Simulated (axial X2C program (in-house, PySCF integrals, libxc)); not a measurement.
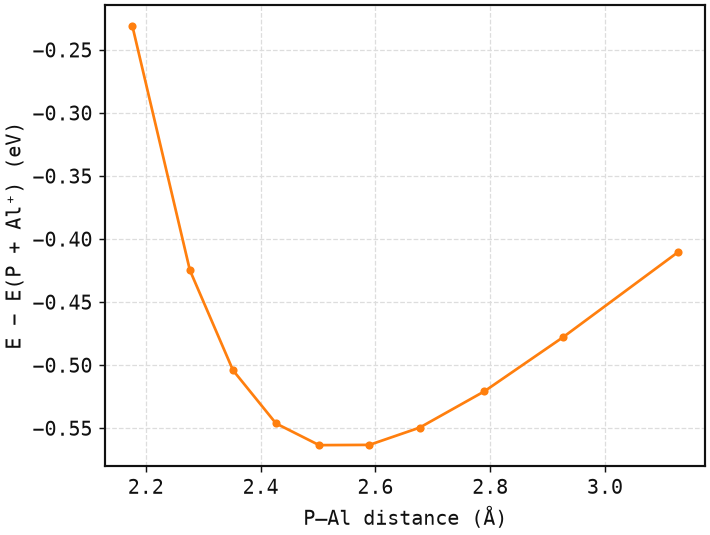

Figure 1. Energy at 10 bond lengths, for one set of occupations held fixed; the line joins the points. A polynomial of degree 6 through 9 points gives rₑ = 2.543 Å, ωₑ = 207.0 cm⁻¹, ωₑxₑ = 3.8 cm⁻¹ and Bₑ = 0.1808 cm⁻¹. The minimum lies 0.57 eV below P + Al⁺, each computed as one determinant at the same level.

# PAl⁺: relativistic diatomic calculation

System: PAl⁺, single determinant with Ω = 3/2.
Method: BHandHLYP, two-component X2C with atomic mean-field Coulomb and Gaunt terms, P dyall-v3z, Al dyall-v3z (cores contracted) (axial X2C program (in-house, PySCF integrals, libxc)).

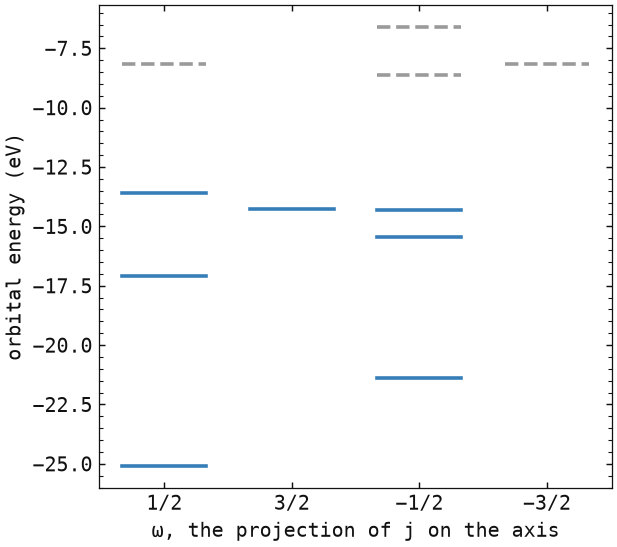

Figure 2. Orbital energies near the frontier at 2.50 Å, filled (solid) and empty (dashed). The highest filled spinor (1/2; 37 % P p, 30 % Al s) lies at −13.59 eV, the lowest empty one (−1/2; 44 % P p, 34 % Al p) at −8.62 eV.

These pictures come from the run below.

### Input
```
{"zs": [15, 13], "q": 1, "bas": ["dyall-v3z", "dyall-v3z"], "levels": ["PBE0", "HF", "BHandHLYP"], "cc": true, "r0": 2.15, "thr": -2.0, "nmax": 90, "npts": 10, "nst": 2, "ntry": 6}
```

The line is the task of a batch: nuclear charges, charge, bases, the levels to run, a first guess of the distance and further settings. This report covers BHandHLYP with spin-orbit coupling. The log is that of the reference distance 2.502 Å.

Launched within a batch (the task file carries these settings):
```bash
python <driver script> task.json out
```

### Log
```
two-component X2C + atomic mean field  BHandHLYP
basis functions 95  fitting functions 600  grid points 4362
iter        total energy     max residual
   1       -584.645175883     2.72e-02
   2       -584.646272190     1.90e-03
   3       -584.646346294     8.14e-04
   4       -584.646362901     3.84e-04
   5       -584.646370469     2.27e-04
   6       -584.646371848     8.67e-05
   7       -584.646372299     2.99e-05
   8       -584.646372343     1.34e-05
   9       -584.646372347     1.52e-06
  10       -584.646372347     1.03e-06
converged
one-electron -885.75502030  Coulomb 301.68025914  exact exchange -20.33066800  xc functional -21.40805675  nuclear repulsion 41.24282819  atomic mean-field constant -0.07571462
```

### The points of the curve

| R (Å) | E (hartree) | dipole (D; origin at the first atom, positive when the second is positive) | highest filled (eV) | lowest empty (eV) |
| --- | --- | --- | --- | --- |
| 2.177 | −584.634163 | 7.65 | −13.64 | −8.82 |
| 2.277 | −584.641275 | 7.97 | −13.63 | −8.73 |
| 2.352 | −584.644190 | 8.21 | −13.62 | −8.71 |
| 2.427 | −584.645740 | 8.45 | −13.61 | −8.67 |
| 2.502 | −584.646372 | 8.71 | −13.59 | −8.62 |
| 2.590 | −584.646365 | 9.05 | −13.57 | −8.54 |
| 2.677 | −584.645862 | 9.43 | −13.55 | −8.45 |
| 2.790 | −584.644806 | 9.97 | −13.51 | −8.32 |
| 2.927 | −584.643222 | 10.70 | −13.44 | −8.16 |
| 3.127 | −584.640743 | 11.88 | −13.30 | −7.92 |

### Key numbers

- outcome: converged
- bond length rₑ: 2.543 Å
- ωₑ: 207.0 cm⁻¹
- energy at the minimum: −584.64645 hartree
- depth below the fragments: 0.57 eV
- hardware: 1 thread of Intel Xeon (Sapphire Rapids), 32 GiB of memory available, shared host
- wall time: 3.5 s
- peak memory: 0.42 GiB
